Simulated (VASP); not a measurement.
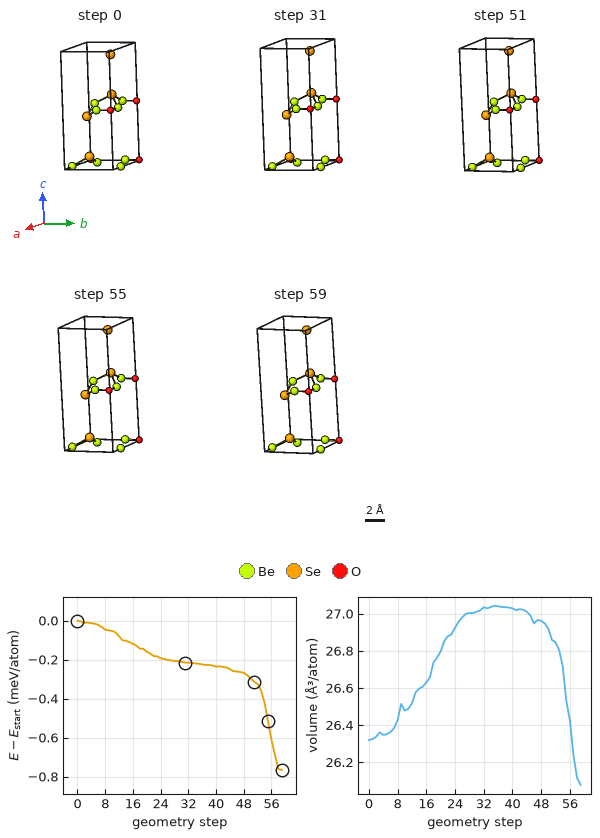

Frames of a relaxation of crystalline Be3Se2O (a generated structure, set up in P1), marked on the history of the run. A ball-and-stick model of the cell of the calculation, reduced to other axes, seen from a free direction. Lengths and directions refer to the drawn axes.

The run lets cell and atoms move.

These are results of VASP 6.6.1, Kohn-Sham DFT of a periodic cell, PBE, VASP PAW PBE potentials, recommended, not measurements.

The input:
```
SYSTEM = Be3Se2O
PREC = Accurate
ENCUT = 520
EDIFF = 1E-7
ISMEAR = 0
SIGMA = 0.03
LREAL = .False.
LASPH = .True.
NELM = 120
ALGO = Normal
ISIF = 3
LWAVE = .False.
LCHARG = .False.
GGA = PE
IBRION = 2
NSW = 60
EDIFFG = -0.005
POTIM = 0.3
```

Run as
```bash
cat potpaw_PBE.64/Be/POTCAR potpaw_PBE.64/Se/POTCAR potpaw_PBE.64/O/POTCAR > POTCAR
mpirun -np 8 vasp_std > vasp.out
```

### What happens along the run?

The relaxation stopped without meeting its thresholds, so the last structure isn't shown to be converged. The largest moves relative to the cell, 0.24 Å, are those of Se atoms. Largest moves by element: Se 0.24 Å, O 0.02 Å, Be 0.02 Å. The volume changes by −0.9 %, with a 5.307 → 5.303 Å (−0.1 %), b 5.306 → 5.300 Å (−0.1 %), c 13.018 → 13.490 Å (+3.6 %), α 91.9° → 95.6°, β 93.9° → 101.6°. Near-neighbour distances that change, for instance: Be–Se 2.170 → 2.165 Å. The space group stays P1 (No. 1). The energy falls by 0.8 meV per atom in 59 geometry steps. The largest force component goes from 0.0085 to 0.04 eV/Å. Pressure: 0.01 GPa at the start and −0.02 GPa at the end. From step 0 to 31: Se atoms move most (0.04 Å), volume +2.7 %, energy −0.2 meV per atom. From step 31 to 51: a Se atom moves most (0.06 Å), volume −0.6 %, energy −0.1 meV per atom. From step 51 to 55: a Se atom moves most (0.08 Å), volume −1.2 %, energy −0.2 meV per atom. From step 55 to 59: a Se atom moves most (0.07 Å), volume −1.7 %, energy −0.3 meV per atom.

Limits of the set-up: layers or molecules are held without a dispersion correction, so their spacing is unreliable.
